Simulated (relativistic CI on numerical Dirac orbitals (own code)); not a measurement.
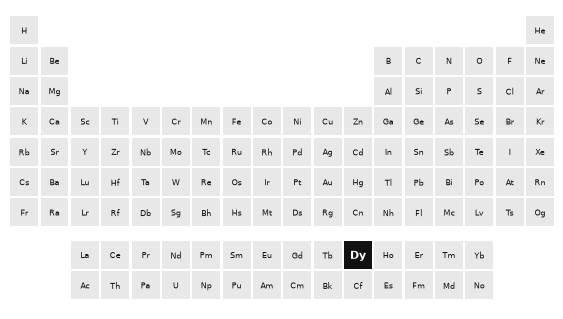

The place of dysprosium in the periodic table.

**Relativistic CI calculation, with input and output: Dy⁺**

System: Dy⁺.
Method: Dirac-Coulomb-Breit CI, KLI orbitals optimised for each configuration, model QED (radiative potential, 1s self-energy scaled to tabulated hydrogen-like ionisation energies), numerical settings as typed (relativistic CI on numerical Dirac orbitals, in-house).

Input:
```
atom Dy  Z=66  charge=1  electrons=65
nucleus A=164  rms_radius_fm=5.2218
hamiltonian dirac-coulomb  breit=on  qed=on  c_scale=1
orbitals kli  potential=per-configuration
slater_scale 1
correlation none
mixing on
grid step=0.0125 r_max=129.7
scf mixing=0.4 start=green max_iterations=71 tolerance=2e-08 node_fill=0.05
configurations
  [Xe] 4f10 6s
  [Xe] 4f9 6s2
  [Kr] 4d10 4f11 5s2 2d6
end
```

Launched within a batch (the task file carries these settings):
```bash
python <driver script> task.json out
```

The program writes its results to a structured record and prints no log; tables and figures of this report are taken from that record.

Outcome:

- outcome: refused by the program
- hardware: 1 CPU thread, shared host

Diagnosis:

One thing in this input was made wrong on purpose: configuration. The program refused the input; the driver noted: configuration [Kr] 4d10 4f11 5s2 2d6: l must be smaller than n.
